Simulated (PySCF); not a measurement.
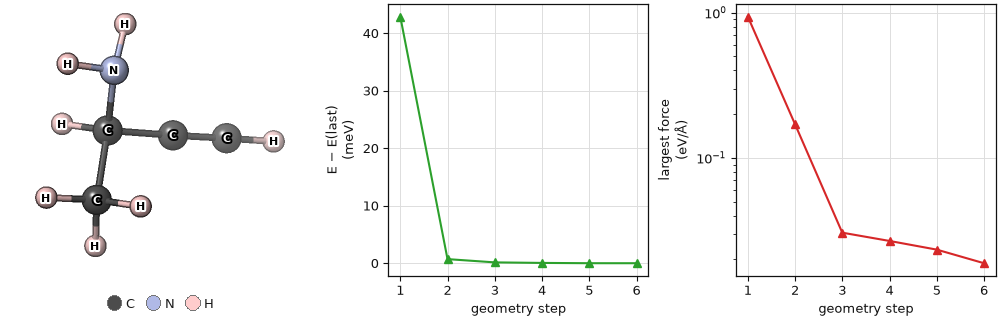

Beside the plot: the molecule at the start.

History of a geometry optimisation.

- system: C$_{4}$H$_{7}$N (SMILES C#C[C@@H](C)N)
- method: PBE0-D3(BJ)/def2-SVP, geometry optimisation (PySCF)

### How did it end, and what did it gain?

The optimisation met its thresholds at geometry 6, counting the start as the first. The energy fell by about 43 meV from the first step to the last. The largest force goes from about 0.94 eV/Å at the start to 0.019 eV/Å at the end.
